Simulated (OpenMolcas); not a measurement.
# Single-point calculation, with input and output: RuO$_{4}$ (charge −2) (part 2 of 2)

Continued. System: RuO$_{4}$, charge −2, multiplicity 3. Method: CASPT2/ANO-R1, sfX2C (OpenMolcas 26.06). The geometry comes from this level: GFN2-xTB.

Geometry of the input (Å):
```
Ru 0.0015  -0.0050  0.0080
O  0.0086  -0.0165  1.7835
O  1.6705  0.0150  -0.6096
O  -0.8415  1.4531  -0.5746
O  -0.8392  -1.4467  -0.6073
```

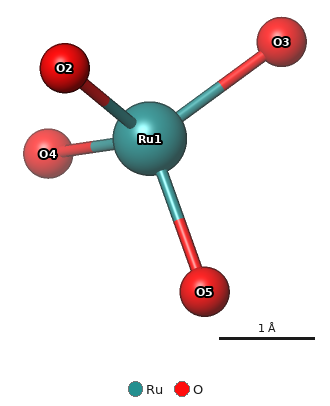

Figure 1. The structure as given in the input (ball-and-stick view, seen at a tilt; atoms are numbered from 1 in the order of the input). Sticks mark near contacts.

## Log, continued
```
       69   1    6    1  -827.45115656   -1.78E-07*  3.32E-05   29  45 1  4.06E-05   0.33   0.95    QN   YES    0:00:00
       70   1    6    1  -827.45115652    3.31E-08*  2.11E-05   29  45 1 -1.72E-04*  0.33   0.09    LS   YES    0:00:00
       71   1    6    1  -827.45115655   -2.19E-08*  3.16E-05   29  45 1 -1.01E-04*  0.33   2.50    LS   YES    0:00:00
       72   1    6    1  -827.45115657   -2.65E-08* -1.43E-04   29  45 1 -7.10E-05   0.33   1.22    QN   YES    0:00:00
       73   1    6    1  -827.45115661   -4.10E-08*  1.53E-05   29  45 1  1.45E-05   0.33   0.96    QN   YES    0:00:00
       74   1    6    1  -827.45115661    5.77E-09   1.93E-05   29  45 1 -8.28E-05   0.33   0.11    QN   YES    0:00:00
      Convergence after 74 iterations
       75   1    6    1  -827.45115661   -4.31E-09   1.93E-05   29  45 1 -5.49E-05   0.33   0.11    QN   YES    0:00:00

      ************************************************************************************************************************
                                                      Wave function printout:
                       occupation of active orbitals, and spin coupling of open shells (u,d: Spin up or down)
      ************************************************************************************************************************

      Note: transformation to natural orbitals
      has been made, which may change the order of the CSFs.

      printout of CI-coefficients larger than  0.05 for root  1
      energy=   -4827.451157
      conf/sym  11111     Coeff  Weight
             3  22uu2   0.95652 0.91494
            10  uu222   0.29166 0.08506

      Natural orbitals and occupation numbers for root  1
      sym 1:   1.914935   1.914935   1.085065   1.085065   2.000000

      ************************************************************************************************************************
      *                                                    Final results                                                     *
      ************************************************************************************************************************

++    Final optimization conditions:
      ------------------------------

      Average CI energy                           -4827.45115661
      RASSCF energy for state  1                  -4827.45115661
      Super-CI energy                                -0.00000001
      RASSCF energy change                           -0.00000000
      Max change in MO coefficients               1.352E-05
      Max non-diagonal density matrix element     1.932E-05
      Maximum BLB matrix element                 -5.486E-05
      (orbital pair  29,  45 in symmetry   1)
      Norm of electronic gradient            1.761E-04
--

      Final state energy(ies):
      ------------------------

::    RASSCF root number  1 Total energy:  -4827.45115661
      Von Neumann Entropy (Root   1) =  1.07734

      Mulliken population analysis for root number:  1
      -----------------------------------------------

++    Molecular charges:
      ------------------

      Mulliken charges per centre
      ---------------------------

                RU1     O2      O3      O4      O5
      Total   42.6931  8.8953  8.8971  8.6180  8.8965

      N-E      1.3069 -0.8953 -0.8971 -0.6180 -0.8965

      Total electronic charge=   78.000000

      Total            charge=   -2.000000
--

      Expectation values of various properties for root number:  1
      -----------------------------------------------------------

++    Molecular properties:
      ---------------------

      Charge (e):
                      =   -2.0000
      Dipole Moment (debye):
      Origin of the operator (angstrom)=    0.0008   -0.0026    0.0041
                   X= -1.0311E+00               Y=  1.7374E+00               Z= -5.8895E-01           Total=  2.1044E+00
      Center of Charge (angstrom)
                     X=    0.10752507               Y=   -0.18150452               Z=    0.06233750
      Quadrupole Moment (debye*angstrom):
      Origin of the operator (angstrom)=    0.0008   -0.0026    0.0041
                  XX= -6.3603E+01              XY= -1.8593E+00              XZ=  7.5607E-01              YY= -6.1542E+01
                  YZ= -1.2513E+00              ZZ= -6.4329E+01
      In traceless form (debye*angstrom)
                  XX= -6.6780E-01              XY= -2.7889E+00              XZ=  1.1341E+00              YY=  2.4240E+00
                  YZ= -1.8770E+00              ZZ= -1.7562E+00
--

      Mulliken spin population analysis for root number:  1
      ---------------------------------------------------

++    Molecular charges:
      ------------------

      Mulliken spin population per centre
      ---------------------------

                RU1     O2      O3      O4      O5
      Total    0.9546  0.0849  0.0851  0.7903  0.0850

      Total electronic spin=    2.000000
--

      LoProp population analysis for root number:  1
      -----------------------------------------------

++    LoProp analysis:
      ----------------

++    Static properties:
      ------------------

      LoProp Charges per center

                   RU1      O2       O3       O4       O5
      Nuclear     44.0000   8.0000   8.0000   8.0000   8.0000
      Electronic -42.2461  -9.0217  -9.0229  -8.6870  -9.0223

      Total        1.7539  -1.0217  -1.0229  -0.6870  -1.0223
--

      Natural Bond Order analysis for root number:  1

++    Natural Bond Order analysis
      ---------------------------
      Based on LoProp computed density
      -------------------------------------------------------------------------------------
      Atom A       Atom B       Bond Order
      -------------------------------------------------------------------------------------
      NBO located      1.018 non-bonded electrons on atom RU1
      NBO located      0.981 non-bonded electrons on atom RU1
      NBO located      0.985 non-bonded electrons on atom RU1
      NBO located      0.994 non-bonded electrons on atom RU1
      NBO located      0.997 non-bonded electrons on atom RU1
      NBO located      0.999 non-bonded electrons on atom RU1
      NBO located      1.001 non-bonded electrons on atom RU1
      NBO located      1.000 non-bonded electrons on atom RU1
      NBO located      1.000 non-bonded electrons on atom RU1
      NBO located      1.000 non-bonded electrons on atom RU1
      NBO located      1.000 non-bonded electrons on atom RU1
      NBO located      1.000 non-bonded electrons on atom RU1
      NBO located      1.000 non-bonded electrons on atom RU1
      NBO located      1.000 non-bonded electrons on atom RU1
      NBO located      1.000 non-bonded electrons on atom RU1
      NBO located      1.000 non-bonded electrons on atom RU1
      NBO located      1.000 non-bonded electrons on atom RU1
      NBO located      1.000 non-bonded electrons on atom RU1
      NBO located      1.000 non-bonded electrons on atom RU1
      NBO located      1.000 non-bonded electrons on atom RU1
      NBO located      1.000 non-bonded electrons on atom O2
      NBO located      0.982 non-bonded electrons on atom O2
      NBO located      1.000 non-bonded electrons on atom O3
      NBO located      0.994 non-bonded electrons on atom O3
      NBO located      1.000 non-bonded electrons on atom O4
      NBO located      1.000 non-bonded electrons on atom O5
      NBO located      1.004 non-bonded electrons on atom O5
      The remaining   13.193 electrons are to be considered as diffuse
--

--

      Average orbitals are written to the RASORB file
      Natural orbitals for root   1 are written to the RASORB.1 file
      Spin density orbitals for root   1 are written to the SPDORB.1 file

--- Stop Module: rasscf /rc=_RC_ALL_IS_WELL_ ---
--- Module rasscf spent 22 seconds ---

--- Start Module: caspt2 ---

                                              &CASPT2

                       available to each process: 1.9 GB of memory, 1 thread

++    Wave function specifications:
      -----------------------------

      Number of closed shell electrons          32
      Number of electrons in active shells       8
      Max number of holes in RAS1 space          0
      Max number of electrons in RAS3 space      0
      Number of inactive orbitals               16
      Number of active orbitals                  5
      Number of secondary orbitals              56
      Spin quantum number                      1.0
      State symmetry                             1
      Number of CSFs                            10
      Number of CASSCF root(s) available         1
      CASPT2 state passed to geometry opt.       1
      A file JOBMIX will be created
      This is a CASSCF or RASSCF reference function
--

++    Orbital specifications:
      -----------------------

      Symmetry species                           1
                                                 a
      Frozen orbitals                           19
      Inactive orbitals                         16
      Active orbitals                            5
      Secondary orbitals                        56
      Deleted orbitals                           0
      Number of basis functions                 96
--

++    CASPT2 specifications:
      ----------------------

      Type of calculation                        SS-CASPT2
      Fock operator                              state-specific
      IPEA shift                                 0.25
      Real shift                                 0.00
      Imaginary shift                            0.30
      The input orbitals will be transformed to quasi-canonical
--

--------------------------------------------------------------------------------
 Estimated memory requirements:
  POLY3 :                   250780
  RHS:                      707828
  SIGMA :                   760720
  PRPCTL:                        0
 Available workspace:    232484529

++ CASPT2 computation for group   1

********************************************************************************
 Multi-State initialization phase begins for group   1
--------------------------------------------------------------------------------
********************************************************************************
 Compute H0 matrices for state    1
--------------------------------------------------------------------------------
--------------------------------------------------------------------------------
 H0 matrices have been computed.

********************************************************************************
  CASPT2 EQUATION SOLUTION
--------------------------------------------------------------------------------

  Total nr of CASPT2 parameters:
   Before reduction:      820796
   After  reduction:      779420

 Variance of |WF0>:       4.9827435849

 The contributions to the second order correlation energy in atomic units.
-----------------------------------------------------------------------------------------------------------------------------
  IT.      VJTU        VJTI        ATVX        AIVX        VJAI        BVAT        BJAT        BJAI        TOTAL       RNORM
-----------------------------------------------------------------------------------------------------------------------------
   1    -0.000403   -0.001210   -0.024627   -0.074192   -0.076960   -0.073199   -0.341899   -0.728053   -1.320542    0.004196
   2    -0.000406   -0.001231   -0.024801   -0.074486   -0.077167   -0.073285   -0.342138   -0.728336   -1.321848    0.000446
   3    -0.000406   -0.001230   -0.024806   -0.074499   -0.077174   -0.073288   -0.342144   -0.728342   -1.321889    0.000052
   4    -0.000406   -0.001230   -0.024806   -0.074496   -0.077173   -0.073287   -0.342141   -0.728339   -1.321878    0.000006
-----------------------------------------------------------------------------------------------------------------------------

  FINAL CASPT2 RESULT:

      Reference energy:       -4827.4511566129
      E2 (Non-variational):      -1.3218771917
      Shift correction:          -0.0209295134
      E2 (Variational):          -1.3428067051
      Total energy:           -4828.7939633179
      Residual norm:              0.0000006500
      Reference weight:           0.68328

      Contributions to the CASPT2 correlation energy
      Active & Virtual Only:         -0.0980930756
      One Inactive Excited:          -0.4170421777
      Two Inactive Excited:          -0.8067419384

++ Denominators, etc.
--------------------------------------------------------------------------------------------------------------
 Report on small energy denominators, large coefficients, and large energy contributions.
CASE  SYMM ACTIVE-MIX  NON-ACTIVE INDICES          DENOMINATOR     RHS VALUE       COEFFICIENT     CONTRIBUTION
VJTU     1  Mu1.0001  In1.030                       0.28327784     -0.00003685     -0.00000996      0.00000000
VJTU     1  Mu1.0002  In1.030                       0.28581115      0.00026743     -0.00044368     -0.00000012
VJTU     1  Mu1.0001  In1.031                       0.27371279     -0.00001580      0.00013048     -0.00000000
VJTU     1  Mu1.0002  In1.031                       0.27624610      0.00011494     -0.00003459     -0.00000000
VJTU     1  Mu1.0001  In1.032                       0.24439750     -0.00005682      0.00005391     -0.00000000
VJTU     1  Mu1.0002  In1.032                       0.24693081      0.00041360     -0.00042275     -0.00000017
VJTU     1  Mu1.0001  In1.033                       0.21593386     -0.00007575      0.00006296     -0.00000000
VJTU     1  Mu1.0002  In1.033                       0.21846717      0.00054401     -0.00051811     -0.00000028
VJTU     1  Mu1.0001  In1.034                       0.18616248     -0.00006987      0.00020013     -0.00000001
VJTU     1  Mu1.0002  In1.034                       0.18869578      0.00050340     -0.00037463     -0.00000019
VJTU     1  Mu1.0001  In1.035                       0.17746134      0.00001879     -0.00005447     -0.00000000
VJTU     1  Mu1.0002  In1.035                       0.17999464     -0.00013523      0.00021201     -0.00000003
AIVX     1  Mu1.0010  In1.029 Se1.042               1.01198983     -0.03807133      0.03068359     -0.00116816
AIVX     1  Mu1.0010  In1.028 Se1.043               1.01456044      0.03699562     -0.02970729     -0.00109904
AIVX     1  Mu1.0001  In1.027 Se1.044               0.72064306      0.02484978     -0.02597156     -0.00064539
AIVX     1  Mu1.0010  In1.027 Se1.044               1.06331174     -0.08828547      0.07529166     -0.00664716
AIVX     1  Mu1.0016  In1.027 Se1.044               1.21699144      0.03481586     -0.02635913     -0.00091772
AIVX     1  Mu1.0010  In1.027 Se1.045               1.08617353     -0.05528543      0.04694192     -0.00259520
AIVX     1  Mu1.0010  In1.027 Se1.049               1.73823717      0.06394536     -0.03531605     -0.00225830
VJAIM    1  Mu1.0002  Se1.043 In1.030 In1.028       1.07623748     -0.03447569      0.02809321     -0.00096853
VJAIM    1  Mu1.0002  Se1.042 In1.030 In1.029       1.07366688      0.04384132     -0.03660386     -0.00160476
VJAIM    1  Mu1.0001  Se1.043 In1.031 In1.028       1.04668684      0.03879188     -0.03249062     -0.00126037
VJAIM    1  Mu1.0001  Se1.042 In1.031 In1.029       1.04411624     -0.03161290      0.02586091     -0.00081754
BJATM    1  Mu1.0003  In1.033 Se1.043 Se1.042       1.13862904     -0.03173935      0.02633032     -0.00083571
BJAIP    1  Se1.044 In1.027 Se1.044 In1.027         1.47375183      0.05791122     -0.03773091     -0.00218504
BJAIP    1  Se1.044 In1.027 Se1.045 In1.027         1.49661361      0.04258570     -0.02735471     -0.00116492
BJAIP    1  Se1.043 In1.027 Se1.044 In1.028         1.42500052     -0.03816380      0.02569938     -0.00098079
BJAIP    1  Se1.043 In1.028 Se1.043 In1.028         1.37624922      0.06901388     -0.04801471     -0.00331368
BJAIP    1  Se1.042 In1.027 Se1.044 In1.029         1.42242992      0.03902018     -0.02631957     -0.00102699
BJAIP    1  Se1.042 In1.028 Se1.043 In1.029         1.37367862     -0.05441126      0.03786917     -0.00206051
BJAIP    1  Se1.042 In1.029 Se1.042 In1.029         1.37110801      0.06787345     -0.04735952     -0.00321445
BJAIP    1  Se1.043 In1.028 Se1.044 In1.032         1.30618332     -0.03822929      0.02790465     -0.00106678
BJAIP    1  Se1.042 In1.029 Se1.044 In1.032         1.30361271      0.04307694     -0.03154443     -0.00135884
BJAIM    1  Se1.043 In1.027 Se1.043 In1.028         1.42500052      0.05023178     -0.03381824     -0.00169875
BJAIM    1  Se1.042 In1.027 Se1.043 In1.029         1.42242992     -0.04846365      0.03267109     -0.00158336
BJAIM    1  Se1.042 In1.028 Se1.042 In1.029         1.37367862      0.09200587     -0.06407376     -0.00589516
BJAIM    1  Se1.043 In1.028 Se1.043 In1.032         1.30618332     -0.03960118      0.02883391     -0.00114186
BJAIM    1  Se1.042 In1.029 Se1.043 In1.032         1.30361271      0.03542184     -0.02570821     -0.00091063
--

   (Skipping property calculation,
    use PROP keyword to activate)
--

  Total CASPT2 energies:
::    CASPT2 Root  1     Total energy:  -4828.79396332

  A NEW JOBIPH FILE NAMED 'JOBMIX' IS PREPARED.
********************************************************************************
--- Stop Module: caspt2 /rc=_RC_ALL_IS_WELL_ ---
--- Module caspt2 spent 1 second ---

.##################.
.# Happy landing! #.
.##################.

    Timing: Wall=34.93 User=32.71 System=2.03
```

## Summary

| quantity | value |
| --- | --- |
| outcome | converged |
| total energy | −4828.793963 hartree |
| CASSCF energy | −4827.451157 hartree |
| basis functions | 96 |
| wall time | 35 s |
| peak memory | 0.28 GiB |
